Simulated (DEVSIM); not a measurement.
Device: W/SiO2/n-GaAs capacitor, at 300 K.

```tsv
layer (left to right)	material	thickness (nm)	Nd (cm⁻³)
1	SiO2	1.50	-
2	GaAs	6500	9.7e15
```

Metal gate on the left, work function 4.6 eV. Fixed charge at the semiconductor interface -1.7e11 cm⁻² (in units of +e); no interface traps.

Constants are typed, rounded textbook-type inputs, not results; the design itself was drawn at random and stands for no fabricated device. Values at 300 K.

| parameter | SiO2 | GaAs |
|---|---|---|
| gap (eV) | 9 | 1.424 |
| affinity (eV) | 0.9 | 4.07 |
| permittivity | 3.9 | 12.9 |
| Nc (cm⁻³) | - | 4.7e17 |
| Nv (cm⁻³) | - | 9e18 |

Model (solved in DEVSIM): 1D Poisson equation in equilibrium, Boltzmann statistics, complete ionisation; no quantum confinement or tunnelling. Metal contacts follow the ideal Schottky-Mott rule: no Fermi-level pinning, no interface dipoles.

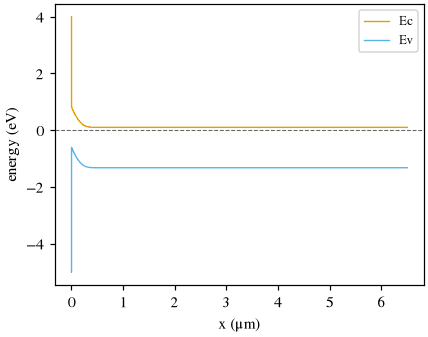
Band edges at -0.3 V on the gate

Energies count from the Fermi level of the right contact; mesh points crowd at the junctions.

```
x (μm)     Ec (eV)  Ev (eV)  n (cm⁻³)  p (cm⁻³)  field (V/cm)
---------  -------  -------  --------  --------  ------------
0.000        4.000   -5.000     < 1e2     < 1e2        -65000
0.0007380    3.995   -5.005     < 1e2     < 1e2        -65000
0.001402     3.991   -5.009     < 1e2     < 1e2        -65000
0.002625     0.815   -0.609      9400     5.4e8        -43000
0.006657     0.798   -0.626     18000     2.7e8        -43000
0.01365      0.768   -0.656     58000     8.8e7        -42000
0.02937      0.704   -0.720    690000   7400000        -40000
0.08057      0.519   -0.905     8.9e8      5700        -33000
0.1694       0.282   -1.142    8.5e12     < 1e2        -21000
0.3690       0.106   -1.318    7.8e15     < 1e2         -1200
0.7774       0.100   -1.324    9.7e15     < 1e2           ≈ 0
2.148        0.100   -1.324    9.7e15     < 1e2           ≈ 0
4.186        0.100   -1.324    9.7e15     < 1e2           ≈ 0
5.404        0.100   -1.324    9.7e15     < 1e2           ≈ 0
6.105        0.100   -1.324    9.7e15     < 1e2           ≈ 0
6.320        0.100   -1.324    9.7e15     < 1e2           ≈ 0
6.416        0.100   -1.324    9.7e15     < 1e2           ≈ 0
6.463        0.100   -1.324    9.7e15     < 1e2           ≈ 0
6.488        0.100   -1.324    9.7e15     < 1e2           ≈ 0
6.496        0.100   -1.324    9.7e15     < 1e2           ≈ 0
6.500        0.100   -1.324    9.7e15     < 1e2           ≈ 0
6.502        0.100   -1.324    9.7e15     < 1e2           ≈ 0
```
